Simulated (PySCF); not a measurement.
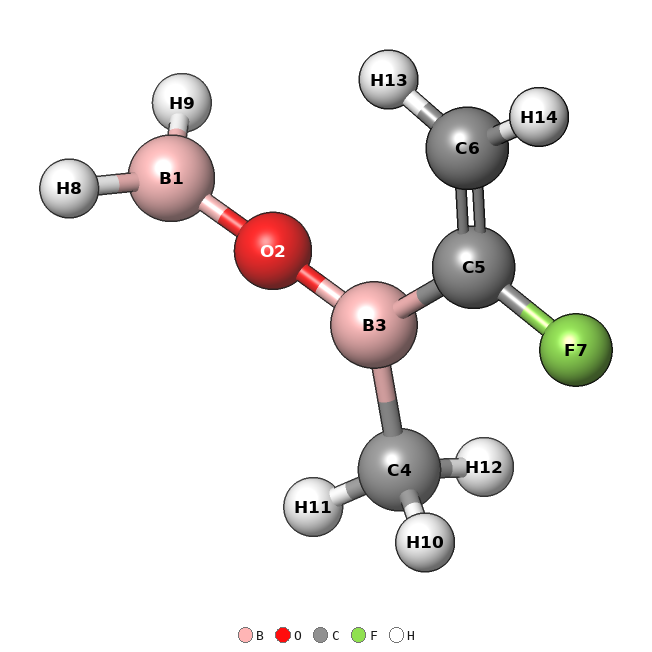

The computed structure is the end point of a GFN2-xTB optimisation. No frequency run is at hand to confirm it as a minimum. Method: B3LYP/pcJ-1 indirect spin-spin coupling, non-relativistic, gas phase (PySCF 2.14.0). Isotopes: 11B, 13C, 19F, 1H, 17O.

Give the spin–spin coupling constants of these pairs, with the number of bonds between them: B1/H8, B1/H9, O2/B3, B3/C4, B1/B3, B3/F7, B3/H12, B3/C6, B1/C5, B3/H9, C4/F7, F7/H13.

| pair | bonds apart | J (Hz) |
| --- | --- | --- |
| B1, H8 | 1 | 146.9 |
| B1, H9 | 1 | 147.3 |
| O2, B3 | 1 | −37.1 |
| B3, C4 | 1 | 61.0 |
| B1, B3 | 2 | 7.3 |
| B3, F7 | 2 | 49.7 |
| B3, H12 | 2 | −4.7 |
| B3, C6 | 2 | 8.4 |
| B1, C5 | 3 | 1.1 |
| B3, H9 | 3 | 1.5 |
| C4, F7 | 3 | −1.5 |
| F7, H13 | 3 | 47.9 |

Density functionals are unreliable for couplings to fluorine, so those rows may be far off.

The geometry is semi-empirical. Around B such bond lengths and angles can be off by a tenth of an ångström or more and by several degrees, and values that hang on the shape move with them.
